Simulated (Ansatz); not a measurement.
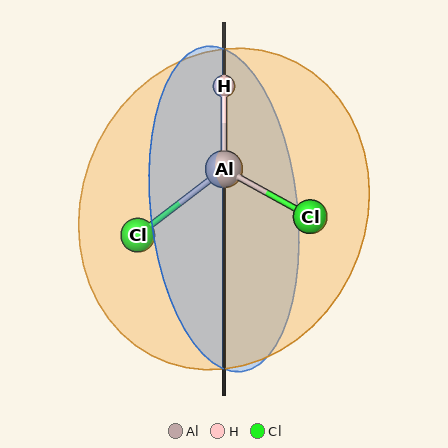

All proper rotation axes (lines) and mirror planes (discs) of the structure are drawn in. Depth is shown by fading: the farther an atom, the more it takes the colour of the background. The geometry was computed by an optimisation with PBE0-D4/def2-TZVP.

Question: What is the order of each axis, and which point group results?

Answer: It has 1 C2 axis and 2 mirror planes. Point group C2v. The group has 4 operations. The geometry is achiral, and symmetry allows a dipole moment.
